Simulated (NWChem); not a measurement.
**the pair CH6BN···BOF: a chain of runs**

Wanted: the energy (singlet CH6B2FNO, wB97X-D3/def2-SVP), then the energy (singlet CH6BN, wB97X-D3/def2-SVP), then the energy (singlet BOF, wB97X-D3/def2-SVP), then the energy (singlet CH6BN, wB97X-D3/def2-SVP), then a single-point energy (singlet BOF, wB97X-D3/def2-SVP) of CH6B2FNO and its partners. 

The results are computed with NWChem 7.3.0.

### Step 1. Starting point

CH6B2FNO has 12 atoms, charge 0, and is taken as a singlet. The two molecules were placed rigidly side by side, at 1.1 times their contact distance; the pair isn't optimised.

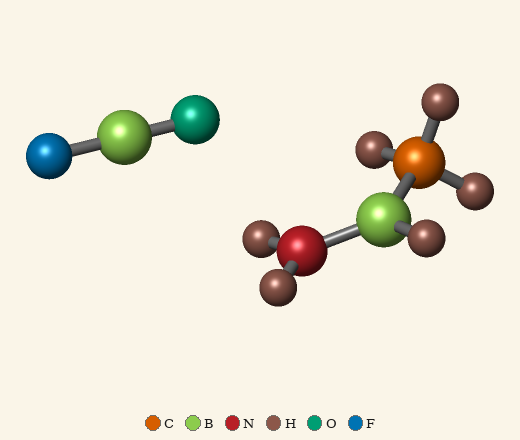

Viewed from a chosen angle; carbon orange, boron green, nitrogen red, hydrogen brown, oxygen teal, fluorine blue.

### Step 2. The energy at wB97X-D3/def2-SVP (run 1)

Input file mymol.nw:

```
start mymol
title "CH6B2FNO"
memory 2200 mb

geometry units atomic noautosym nocenter noautoz
C     -1.27586749     1.44155868    -1.11191485
B      0.84950748    -0.52489033    -0.48055735
N      1.10159695    -1.58294799     1.91353667
H     -2.45996988     0.74821816    -2.66205719
H     -0.44306519     3.20750774    -1.79977516
H     -2.51288221     1.89736062     0.48036838
H      2.34125728    -1.18610550    -2.06150223
H      2.44972756    -2.84566298     2.35611053
H     -0.05038010    -1.15511399     3.36579120
O      5.89758957     1.80037987     4.57427106
B      6.79568191     1.10424256     6.54962067
F      7.75069280     0.36418802     8.64978670
end

basis "ao basis" spherical bse
* library def2-SVP
end

dft
xc wb97x-d3
mult 1
grid fine
convergence energy 1e-08
maxiter 100
mulliken
print low
end

task dft energy
```

Run with:

```console
nwchem mymol.nw > mymol.out
```

The program printed:

```text
[...]
 d= 0,ls=0.0,diis     1   -320.8793173756 -4.98D+02  1.15D-02  1.26D+00     5.2
[...]
 d= 0,ls=0.0,diis    11   -321.0414109589 -3.44D-09  2.53D-07  1.77D-09    62.7
         Total DFT energy =     -321.041410958886
      One electron energy =     -788.816486648454
           Coulomb energy =      332.810451156594
    Exchange-Corr. energy =      -41.709402920970
 Nuclear repulsion energy =      176.676086184416
    Dispersion correction =       -0.002058730472
[...]
      Total Density - Mulliken Population Analysis
     ---------------------------------------------
    Atom       Charge   Shell Charges
 -----------   ------   -------------------------------------------------------
    1 C    6     6.15   1.99  0.87  0.19  2.14  0.95  0.02
    2 B    5     5.05   1.99  0.78  0.15  1.59  0.45  0.09
    3 N    7     7.10   1.99  0.97  0.34  2.49  1.31  0.01
    4 H    1     0.96   0.73  0.20  0.03
    5 H    1     0.95   0.73  0.19  0.03
    6 H    1     0.98   0.74  0.22  0.03
    7 H    1     1.06   0.75  0.29  0.01
    8 H    1     0.87   0.72  0.10  0.05
    9 H    1     0.88   0.72  0.11  0.05
   10 O    8     8.13   1.99  1.10  0.60  2.82  1.60  0.02
[...]
```

Run time: 64 s. Hardware: 1 thread of Intel Xeon Platinum 8488C (Sapphire Rapids), shared host; peak memory 0.12 GiB.

### Step 3. CH6BN: a single-point energy at wB97X-D3/def2-SVP (run 2)

Input file mol.nw:

```
start mol
title "CH6BN"
memory total 2200 mb
geometry units angstroms noautosym nocenter noautoz
 C    -0.675160    0.762840   -0.588400
 B     0.449540   -0.277760   -0.254300
 N     0.582940   -0.837660    1.012600
 H    -1.301760    0.395940   -1.408700
 H    -0.234460    1.697340   -0.952400
 H    -1.329760    1.004040    0.254200
 H     1.238940   -0.627660   -1.090900
 H     1.296340   -1.505860    1.246800
 H    -0.026660   -0.611260    1.781100
end
basis spherical bse
 * library def2-SVP
end
dft
 xc wb97x-d3
 mult 1
 grid fine
 convergence energy 1e-08
 iterations 100
 mulliken
 noprint "final vectors analysis"
end
task dft energy
```

Run with:

```console
nwchem mol.nw > mol.out
```

The program printed:

```text
[...]
          Wavefunction type:  closed shell.
          No. of atoms     :     9
          No. of electrons :    24
[...]
          Charge           :     0
          Spin multiplicity:     1
[...]
          AO basis - number of functions:    72
[...]
              XC Information
              --------------
                    wb97x-d3  Method XC Functional
                     Hartree-Fock (Exact) Exchange  1.000
                      wb97x-d3 Exchange Functional  1.000
                   wb97x-d3 Correlation Functional  1.000
[...]
 d= 0,ls=0.0,diis     1   -121.2099148332 -1.89D+02  6.79D-03  2.88D-01     2.5
[...]
 d= 0,ls=0.0,diis     9   -121.2480967259 -2.14D-09  1.06D-06  1.71D-09    22.6
         Total DFT energy =     -121.248096725885
      One electron energy =     -296.725394356236
           Coulomb energy =      126.118423367029
    Exchange-Corr. energy =      -18.626865050006
 Nuclear repulsion energy =       67.986737214608
    Dispersion correction =       -0.000997901281
[...]
      Total Density - Mulliken Population Analysis
     ---------------------------------------------
    Atom       Charge   Shell Charges
 -----------   ------   -------------------------------------------------------
    1 C    6     6.15   1.99  0.87  0.19  2.14  0.95  0.02
    2 B    5     5.06   1.99  0.78  0.16  1.59  0.45  0.09
    3 N    7     7.11   1.99  0.97  0.34  2.49  1.32  0.01
    4 H    1     0.95   0.73  0.19  0.03
    5 H    1     0.95   0.73  0.19  0.03
    6 H    1     0.98   0.74  0.21  0.03
    7 H    1     1.05   0.75  0.29  0.01
    8 H    1     0.87   0.72  0.10  0.05
    9 H    1     0.87   0.72  0.10  0.05
[...]
```

Wall time 24 s (1 thread of Intel Xeon Platinum 8488C (Sapphire Rapids), shared host); peak memory 0.12 GiB.

### Step 4. BOF: a single-point energy at wB97X-D3/def2-SVP (run 3)

Input file nw.nw:

```
start nw
memory 2200 mb

geometry units angstroms noautosym nocenter noautoz
O     3.120870    0.952720    2.420600
B     3.596120    0.584340    3.465910
F     4.101490    0.192720    4.577270
end

basis spherical bse
* library def2-SVP
end

dft
xc wb97x-d3
grid fine
convergence energy 1e-08
maxiter 100
mulliken
noprint "final vectors analysis"
end

task dft energy
```

Run with:

```console
nwchem nw.nw > nw.out
```

The program printed:

```text
[...]
          Wavefunction type:  closed shell.
          No. of atoms     :     3
          No. of electrons :    22
[...]
          Charge           :     0
          Spin multiplicity:     1
[...]
          AO basis - number of functions:    42
[...]
              XC Information
              --------------
                    wb97x-d3  Method XC Functional
                     Hartree-Fock (Exact) Exchange  1.000
                      wb97x-d3 Exchange Functional  1.000
                   wb97x-d3 Correlation Functional  1.000
[...]
 d= 0,ls=0.0,diis     1   -199.6716389825 -2.51D+02  2.80D-02  9.51D-01     0.5
[...]
 d= 0,ls=0.0,diis     9   -199.7929334758 -8.67D-09  4.12D-06  1.98D-08     3.7
         Total DFT energy =     -199.792933475770
      One electron energy =     -377.457575118147
           Coulomb energy =      149.311780986798
    Exchange-Corr. energy =      -23.085996441494
 Nuclear repulsion energy =       51.438932798715
    Dispersion correction =       -0.000075701641
[...]
      Total Density - Mulliken Population Analysis
     ---------------------------------------------
    Atom       Charge   Shell Charges
 -----------   ------   -------------------------------------------------------
    1 O    8     8.14   1.99  1.10  0.60  2.82  1.61  0.02
    2 B    5     4.80   1.99  0.74  0.00  1.57  0.30  0.21
    3 F    9     9.06   1.99  1.14  0.70  3.37  1.85  0.01
[...]
```

Wall time 5.1 s (1 thread of Intel Xeon Platinum 8488C (Sapphire Rapids), shared host); peak memory 0.11 GiB.

### Step 5. CH6BN among ghost functions: a single-point energy at wB97X-D3/def2-SVP (with ghost functions) (run 4)

Input file ch6bn.nw:

```
start ch6bn
title "CH6BN"
memory 2200 mb
geometry noautosym nocenter noautoz
  C       -0.675160       0.762840      -0.588400
  B        0.449540      -0.277760      -0.254300
  N        0.582940      -0.837660       1.012600
  H       -1.301760       0.395940      -1.408700
  H       -0.234460       1.697340      -0.952400
  H       -1.329760       1.004040       0.254200
  H        1.238940      -0.627660      -1.090900
  H        1.296340      -1.505860       1.246800
  H       -0.026660      -0.611260       1.781100
  bqO      3.120870     0.952720     2.420600
  bqB      3.596120     0.584340     3.465910
  bqF      4.101490     0.192720     4.577270
end
basis spherical bse
  C library def2-SVP
  B library def2-SVP
  N library def2-SVP
  H library def2-SVP
  bqO library O def2-SVP
  bqB library B def2-SVP
  bqF library F def2-SVP
end
dft
  xc wb97x-d3
  grid fine
  convergence energy 1e-08
  maxiter 100
  mulliken
  noprint "final vectors analysis"
end
task dft energy
```

Run with:

```console
nwchem ch6bn.nw > ch6bn.out
```

The program printed:

```text
[...]
          Wavefunction type:  closed shell.
          No. of atoms     :    12
          No. of electrons :    24
[...]
          Charge           :     0
          Spin multiplicity:     1
[...]
          AO basis - number of functions:   114
[...]
              XC Information
              --------------
                    wb97x-d3  Method XC Functional
                     Hartree-Fock (Exact) Exchange  1.000
                      wb97x-d3 Exchange Functional  1.000
                   wb97x-d3 Correlation Functional  1.000
[...]
 d= 0,ls=0.0,diis     1   -121.2106022936 -1.89D+02  4.29D-03  2.87D-01     4.7
[...]
 d= 0,ls=0.0,diis     9   -121.2487348956 -2.10D-09  6.68D-07  1.62D-09    48.6
         Total DFT energy =     -121.248734895639
      One electron energy =     -296.711364543503
           Coulomb energy =      126.102184749878
    Exchange-Corr. energy =      -18.625294415342
 Nuclear repulsion energy =       67.986737214608
    Dispersion correction =       -0.000997901281
[...]
      Total Density - Mulliken Population Analysis
     ---------------------------------------------
    Atom       Charge   Shell Charges
 -----------   ------   -------------------------------------------------------
    1 C    6     6.15   1.99  0.87  0.19  2.14  0.95  0.02
    2 B    5     5.06   1.99  0.78  0.15  1.59  0.45  0.09
    3 N    7     7.11   1.99  0.97  0.34  2.49  1.32  0.01
    4 H    1     0.95   0.73  0.19  0.03
    5 H    1     0.95   0.73  0.19  0.03
    6 H    1     0.98   0.74  0.21  0.03
    7 H    1     1.05   0.75  0.29  0.01
    8 H    1     0.87   0.72  0.10  0.05
    9 H    1     0.87   0.72  0.10  0.05
   10 X    0    -0.00  -0.00  0.00 -0.00 -0.00  0.00  0.00
[...]
```

Wall time 50 s (1 thread of Intel Xeon Platinum 8488C (Sapphire Rapids), shared host); peak memory 0.12 GiB.

### Step 6. BOF among ghost functions: a single-point energy at wB97X-D3/def2-SVP (with ghost functions) (run 5)

Input file bfo.nw:

```
start bfo
memory 2200 mb
geometry units angstrom noautosym nocenter noautoz
   O     3.120870    0.952720    2.420600
   B     3.596120    0.584340    3.465910
   F     4.101490    0.192720    4.577270
   bqC     -0.675160     0.762840    -0.588400
   bqB      0.449540    -0.277760    -0.254300
   bqN      0.582940    -0.837660     1.012600
   bqH     -1.301760     0.395940    -1.408700
   bqH     -0.234460     1.697340    -0.952400
   bqH     -1.329760     1.004040     0.254200
   bqH      1.238940    -0.627660    -1.090900
   bqH      1.296340    -1.505860     1.246800
   bqH     -0.026660    -0.611260     1.781100
end
basis spherical bse
   O library def2-SVP
   B library def2-SVP
   F library def2-SVP
   bqC library C def2-SVP
   bqB library B def2-SVP
   bqN library N def2-SVP
   bqH library H def2-SVP
end
dft
   xc wb97x-d3
   grid fine
   convergence energy 1e-08
   iterations 100
   mulliken
   print low
end
task dft
```

Run with:

```console
nwchem bfo.nw > bfo.out
```

The program printed:

```text
[...]
 d= 0,ls=0.0,diis     1   -199.6727266155 -2.51D+02  1.04D-02  9.49D-01     3.6
[...]
 d= 0,ls=0.0,diis     9   -199.7938043553 -8.64D-09  1.51D-06  1.97D-08    42.8
         Total DFT energy =     -199.793804355326
      One electron energy =     -377.435154619975
           Coulomb energy =      149.286065275200
    Exchange-Corr. energy =      -23.083572107625
 Nuclear repulsion energy =       51.438932798715
    Dispersion correction =       -0.000075701641
[...]
      Total Density - Mulliken Population Analysis
     ---------------------------------------------
    Atom       Charge   Shell Charges
 -----------   ------   -------------------------------------------------------
    1 O    8     8.14   1.99  1.10  0.60  2.82  1.61  0.02
    2 B    5     4.80   1.99  0.74  0.00  1.57  0.30  0.21
    3 F    9     9.06   1.99  1.14  0.70  3.37  1.85  0.01
    4 X    0    -0.00  -0.00  0.00 -0.00  0.00 -0.00 -0.00
    5 X    0     0.01   0.00 -0.00  0.00 -0.00  0.00 -0.00
    6 X    0    -0.00   0.00  0.00 -0.00 -0.00  0.00  0.00
    7 X    0    -0.00  -0.00 -0.00 -0.00
    8 X    0    -0.00   0.00 -0.00 -0.00
    9 X    0    -0.00   0.00 -0.00 -0.00
   10 X    0    -0.00  -0.00 -0.00 -0.00
[...]
```

It took 44 s on 1 thread of Intel Xeon Platinum 8488C (Sapphire Rapids), shared host; peak memory 0.12 GiB.

### Step 7. What came out

| quantity | value |
| --- | --- |
| run 1, wB97X-D3/def2-SVP: total energy | -321.04141 Eh |
| run 1, wB97X-D3/def2-SVP: dispersion energy | -5.41 kJ/mol |
| CH6BN: total energy | -121.24810 Eh |
| CH6BN: dipole moment | 1.72 D |
| CH6BN: dispersion energy | -2.62 kJ/mol |
| BOF: total energy | -199.79293 Eh |
| BOF: dipole moment | 2.03 D |
| BOF: dispersion energy | -0.20 kJ/mol |
| CH6BN among ghost functions: total energy | -121.24873 Eh |
| CH6BN among ghost functions: dipole moment | 1.68 D |
| CH6BN among ghost functions: dispersion energy | -2.62 kJ/mol |
| BOF among ghost functions: total energy | -199.79380 Eh |
| BOF among ghost functions: dispersion energy | -0.20 kJ/mol |
| interaction energy of the rigid parts CH6BN and BOF (parts in their own basis; closest atoms 3.28 Å apart) | -0.010 eV |
| interaction energy of the rigid parts CH6BN and BOF (parts in the whole basis, counterpoise; closest atoms 3.28 Å apart) | 0.031 eV |

In words: The interaction energy of the rigid parts CH6BN and BOF (parts in their own basis; closest atoms 3.28 Å apart) is −0.01 eV (−1.0 kJ/mol). Without counterpoise this holds the superposition error of the basis. The interaction energy of the rigid parts CH6BN and BOF (parts in the whole basis, counterpoise; closest atoms 3.28 Å apart) is 0.03 eV (0.7 kcal/mol): the parts repel at this shape. The basis-set superposition error is 4.0 kJ/mol. It is larger than the uncorrected attraction, which is thus an artefact of the basis. Mulliken charges (CH6BN) run from -0.15 on C1 to +0.13 on H8.
